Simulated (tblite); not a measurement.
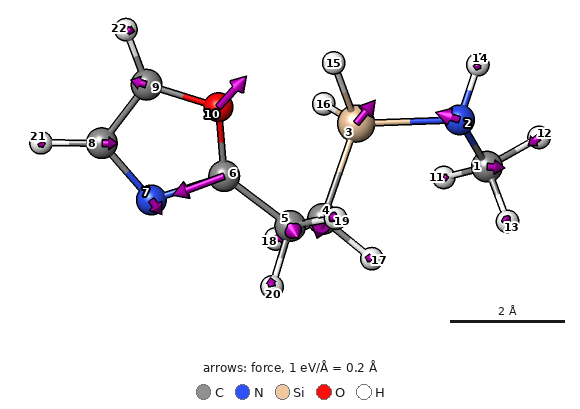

Starting geometry of C6H12N2OSi with the computed forces as purple arrows. A ball-and-stick model, seen at a tilt.

These are results of GFN2-xTB geometry optimisation, gas phase (tblite 0.8.0), not measurements. 

**Is this structure relaxed? If not, where do the atoms go?**

It isn't relaxed: the largest force vector, on C6, is 5.03 eV/Å. The final displacements have little in common with the starting forces (cosine between the two patterns 0.12). H12 moves most after the best rigid fit: 1.82 Å. By element the largest moves are H 1.82 Å, C 0.60 Å, Si 0.58 Å, N 0.37 Å, O 0.19 Å. Some distances before and after: N2–Si3 1.822 → 1.722 Å, Si3–C4 1.831 → 1.906 Å, C6–N7 1.367 → 1.295 Å, C6–O10 1.291 → 1.346 Å. Bond angles that change, for instance: C5–C6–O10 132.6° → 119.3°, C1–N2–Si3 112.1° → 123.8°, C8–C9–H22 125.1° → 134.0°. Groups turn about C1–N2 by about 70°, Si3–C4 by about 45°. The energy falls by 1.120 eV in 177 geometry steps.
